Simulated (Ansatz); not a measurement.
```json
{"atom": "Al", "x (Å)": "-0.0290", "y (Å)": "1.4745", "z (Å)": "-1.1200"}
{"atom": "O", "x (Å)": "0.1286", "y (Å)": "-0.1377", "z (Å)": "0.0540"}
{"atom": "Si", "x (Å)": "0.4941", "y (Å)": "0.2183", "z (Å)": "1.6687"}
{"atom": "Si", "x (Å)": "-0.4438", "y (Å)": "-1.5646", "z (Å)": "-0.6563"}
{"atom": "H", "x (Å)": "-1.2169", "y (Å)": "0.8860", "z (Å)": "-2.0213"}
{"atom": "H", "x (Å)": "-0.3951", "y (Å)": "2.4897", "z (Å)": "0.0651"}
{"atom": "H", "x (Å)": "1.4192", "y (Å)": "1.5859", "z (Å)": "-1.7761"}
{"atom": "H", "x (Å)": "0.9191", "y (Å)": "-1.0666", "z (Å)": "2.2751"}
{"atom": "H", "x (Å)": "1.5957", "y (Å)": "1.1995", "z (Å)": "1.6585"}
{"atom": "H", "x (Å)": "-0.7187", "y (Å)": "0.7290", "z (Å)": "2.3398"}
{"atom": "H", "x (Å)": "-1.9209", "y (Å)": "-1.5507", "z (Å)": "-0.6529"}
{"atom": "H", "x (Å)": "0.0653", "y (Å)": "-2.6658", "z (Å)": "0.1968"}
{"atom": "H", "x (Å)": "0.1229", "y (Å)": "-1.6320", "z (Å)": "-2.0167"}
```

Geometry: PBE0-D4/def2-TZVP.

All numbers below come from RKS PBE0-D4/def2-TZVPP in Ansatz 0.2.0.

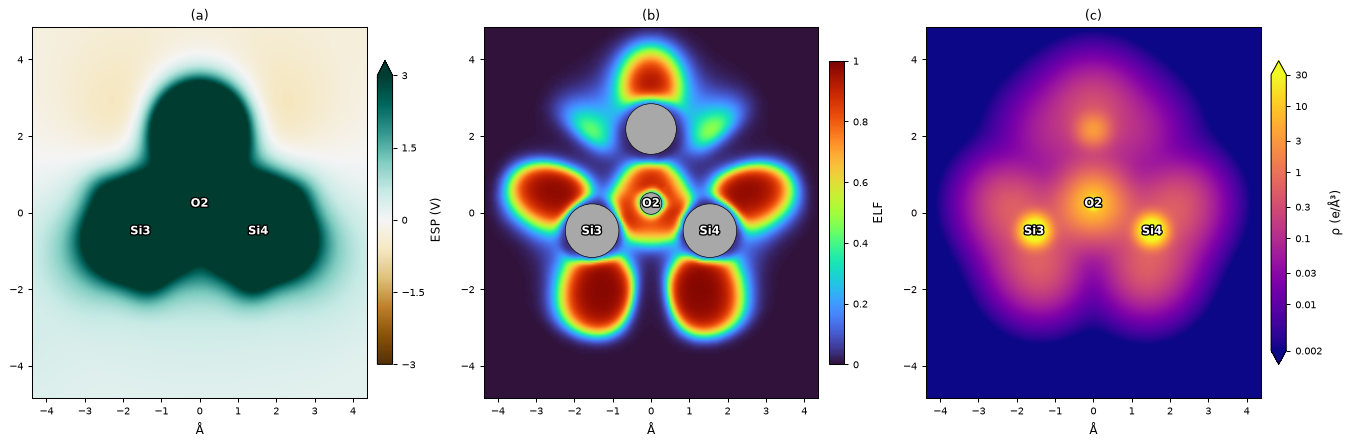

AlH₉OSi₂ (SMILES [AlH3-][O+]([SiH3])[SiH3]). (a) molecular electrostatic potential; (b) electron localisation function; (c) total electron density on the plane of atoms Si3, O2 and Si4. Grey discs cover the atomic cores in the ELF map.

> Describe what can be read from this map.

- The section cuts through O and Si sites.
- Si–O (1.69 Å): the density is about 1 e/Å³ at the midpoint; the ELF peaks at about 0.85 between the atoms; a shared but strongly polarised pair.
- Outside the dense part of the molecule the potential is most negative (−0.6 V) near H5, which lies off the plane.
